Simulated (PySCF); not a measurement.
# C$_{5}$H$_{8}$BClO (SMILES O=C[C@H]1CCCB1Cl): what the fields show

```xyz
16

O    -2.2893    0.7011   -1.5191
C    -1.8963    1.0723   -0.4475
C    -0.8422    0.4002    0.3744
C    -0.5357   -1.0394   -0.0748
C     0.9454   -1.2817    0.2210
C     1.6530    0.0448   -0.1025
B     0.5765    1.1482    0.2434
Cl    0.8256    2.8072    0.4365
H    -2.2835    2.0040    0.0106
H    -1.1672    0.4338    1.4190
H    -1.1766   -1.7671    0.4212
H    -0.7186   -1.1017   -1.1486
H     1.0750   -1.5082    1.2807
H     1.3409   -2.1175   -0.3541
H     2.6147    0.1294    0.4025
H     1.8706    0.0835   -1.1741
```

Geometry: GFN2-xTB.

The calculation used PySCF, wB97X-D/def2-SVPD, SCF density, gas phase.

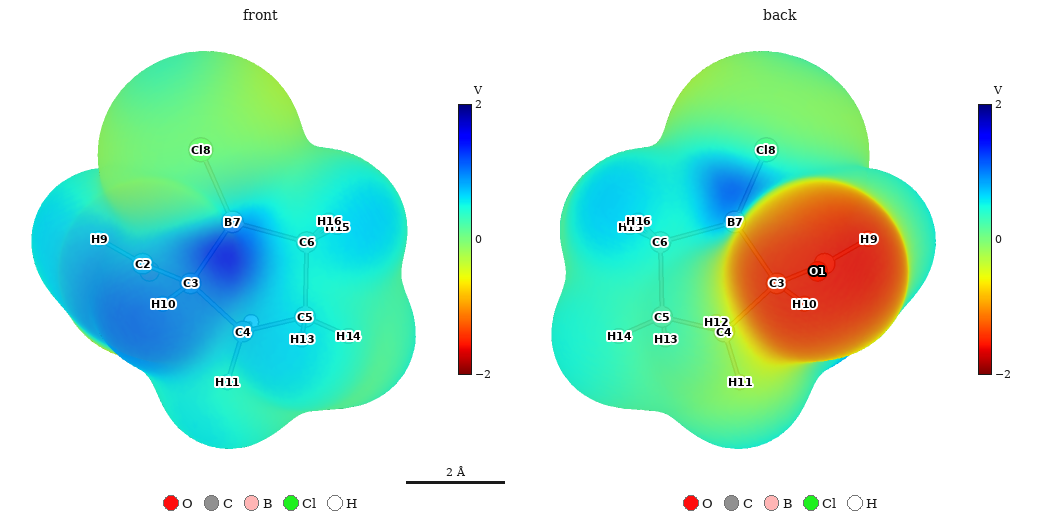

Figure 1. The molecular electrostatic potential painted on the density surface at 0.001 e/bohr³, seen from the front and from behind; red is negative and blue positive.

Describe the electrostatic potential map.

Answer. The most negative region (about −1.5 V) lies over O1, the most positive (about +1.2 V) over B7. O1 is the likeliest acceptor of a hydrogen bond.

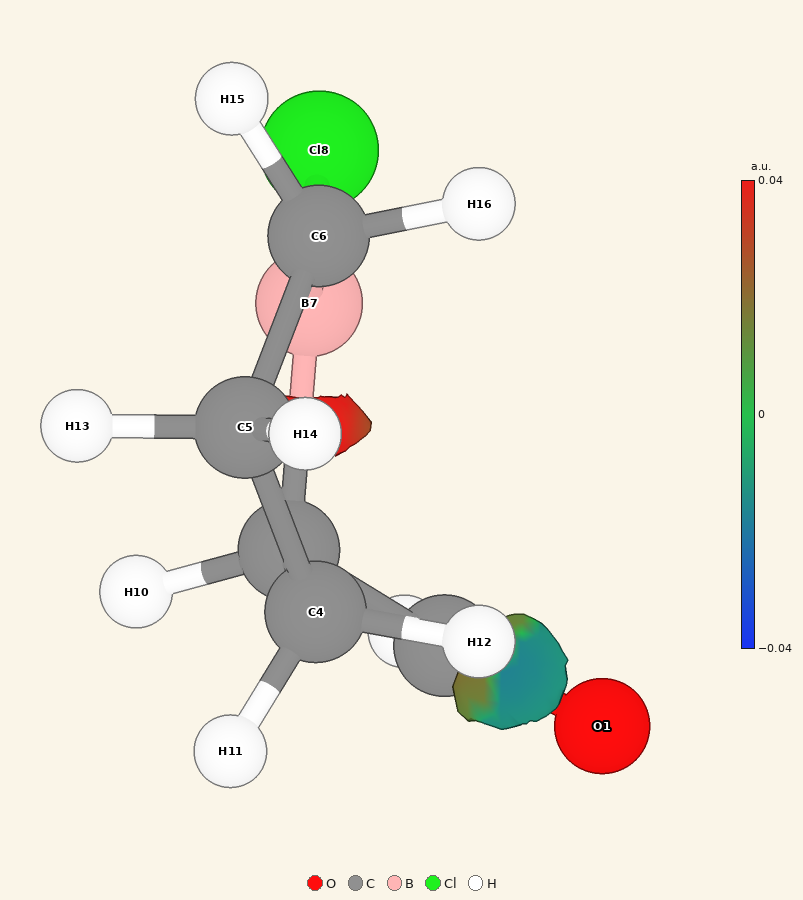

Figure 2. Non-covalent interaction (NCI) plot: the surface where the reduced density gradient is 0.5, for densities under 0.05 a.u., coloured by sign(λ₂)ρ; seen at an oblique angle.

Which non-covalent interactions does the plot reveal?

Answer. Between H12 and C4 on one side and O1 and C2 on the other: a weak contact, attractive (blue-green) on one side and crowded (olive to red) on the other; inside the ring or cage of C3, C4, C5, C6 and B7: steric crowding (red).

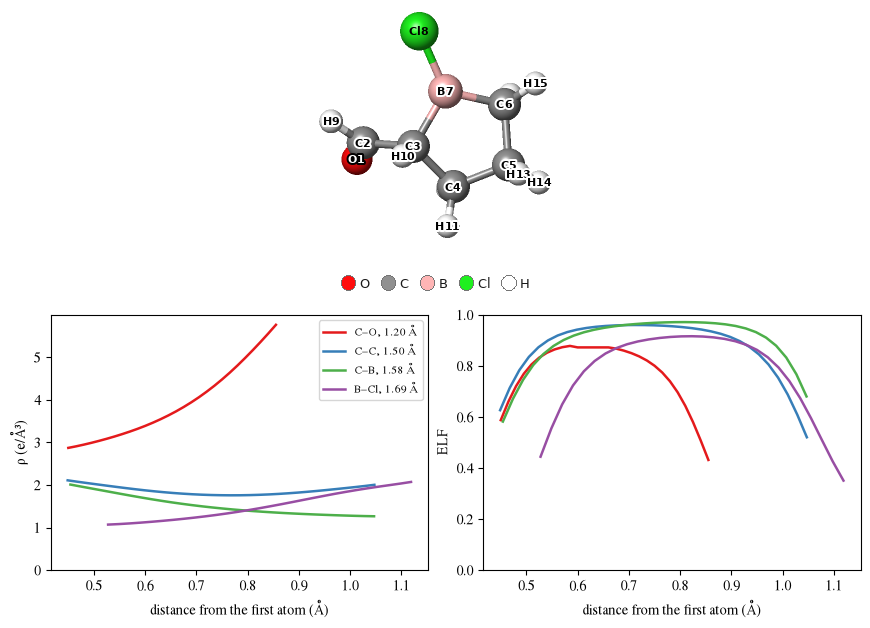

Figure 3. Electron density and ELF along straight lines between neighbouring atoms. The curves leave out the atomic cores. The structure is drawn too.

Compare the contacts.

Answer. C–O (1.20 Å): ρ at the midpoint is about 3.4 e/Å³; the ELF peaks at about 0.90 between the atoms (a multiple bond).
C–C (1.50 Å): the density is about 1.8 e/Å³ at the midpoint; the ELF peaks at about 0.95 between the atoms (localised, covalent bonding).
C–B (1.58 Å): the density is about 1.4 e/Å³ at the midpoint; the ELF peaks at about 1 between the atoms; a covalent bond.
B–Cl (1.69 Å): the density is about 1.5 e/Å³ at the midpoint; the ELF peaks at about 0.90 between the atoms; a short, strongly polar bond.
